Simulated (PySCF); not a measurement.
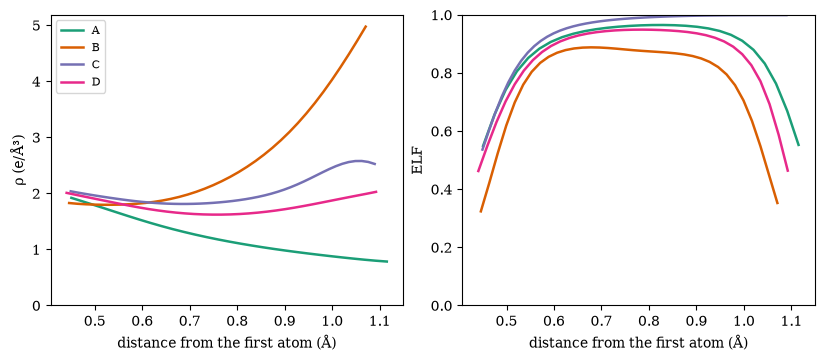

C₄H₁₂OSi₂ (SMILES [SiH3]C[SiH2]C1COC1). Total electron density and electron localisation function along straight lines between neighbouring atoms. The curves leave out the atomic cores.

Geometry: GFN2-xTB.

Level of theory: PBE0/pcSseg-1, SCF density, gas phase, non-relativistic in PySCF 2.14.0.

```xyz
19

Si    2.6080    0.9163   -0.4092
C     1.8310   -0.6239    0.3917
Si    0.1817   -1.2183   -0.3370
C    -1.0742    0.2026   -0.2652
C    -2.5413   -0.1720   -0.5037
O    -2.8919    0.1766    0.8351
C    -1.5649    0.6119    1.1292
H     1.7585    2.0866   -0.1738
H     2.7663    0.7037   -1.8489
H     3.9244    1.1608    0.1885
H     1.7001   -0.4289    1.4569
H     2.5423   -1.4462    0.3247
H     0.3275   -1.6195   -1.7426
H    -0.3351   -2.3576    0.4348
H    -0.7535    1.0533   -0.8661
H    -2.7419   -1.2274   -0.7115
H    -3.0762    0.4444   -1.2343
H    -1.1406    0.0624    1.9754
H    -1.5298    1.6846    1.3484
```

> Which curve belongs to which contact (C–C, C–H, C–O and C–Si)? The first atom named is at distance zero.

Curve A: C–Si (1.90 Å): the density is about 0.93 e/Å³ at the midpoint; the ELF peaks at about 0.95 between the atoms (a covalent bond). Curve B: C–O (1.43 Å): the density is about 2 e/Å³ at the midpoint, with its minimum of 1.8 e/Å³ about 0.5 Å from C; the ELF peaks at about 0.90 between the atoms, as expected for a shared but strongly polarised pair. Curve C: C–H (1.09 Å): the density is about 1.9 e/Å³ at the midpoint; the ELF climbs to about 1 towards the hydrogen, as it does in any bond to H; an ordinary covalent bond to hydrogen. Curve D: C–C (1.53 Å): ρ at the midpoint is about 1.6 e/Å³; the ELF peaks at about 0.95 between the atoms: localised, covalent bonding.
